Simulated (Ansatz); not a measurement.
```cif
data_structure
_symmetry_space_group_name_H-M 'P 1'
_symmetry_Int_Tables_number 1
_cell_length_a 3.5072
_cell_length_b 4.5017
_cell_length_c 7.5899
_cell_angle_alpha 106.671
_cell_angle_beta 95.769
_cell_angle_gamma 90.941
_cell_volume 114.09
loop_
_atom_site_label
_atom_site_type_symbol
_atom_site_fract_x
_atom_site_fract_y
_atom_site_fract_z
_atom_site_occupancy
Ge1 Ge 0.74894 0.07888 0.32263 1
Ge2 Ge 0.34609 0.77296 0.71091 1
Pd1 Pd 0.03829 0.50680 0.99721 1
S1 S 0.87735 0.00370 0.99275 1
S2 S 0.23839 0.70319 0.32147 1
S3 S 0.82057 0.36315 0.67669 1
```

Space group P1; a structure from a database of computed crystals, not necessarily the ambient phase; started from the Ca2CuO3-71 prototype, which need not be the ambient phase; changed on purpose from its base cell (shaken).

The calculation used Ansatz 0.2.0, DFT, PBEsol, plane waves, PAW.

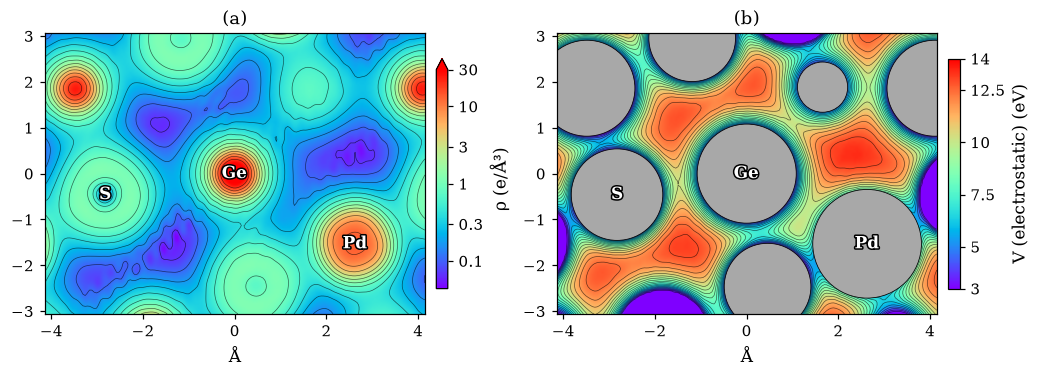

Ge$_{2}$PdS$_{3}$. (a) valence electron density; (b) electrostatic potential (local pseudopotential plus Hartree) felt by an electron on the (11̄0) plane of the conventional cell. Grey discs cover the atomic cores in the potential map.

Core electrons are frozen (PAW), and the valence fields are smoothed inside the atomic spheres.

What do the fields say about this system?

The section cuts through Ge, Pd and S sites. Atoms just off the plane (Ge, 0.3 Å away and S, 0.3 Å away) can leave unmarked features too. Between the atoms the lowest density in this plane is 0.04 e/Å³. Outside the cores the potential energy rises away from the atoms and is highest about 1.9 Å from the nearest atoms; its zero is arbitrary.
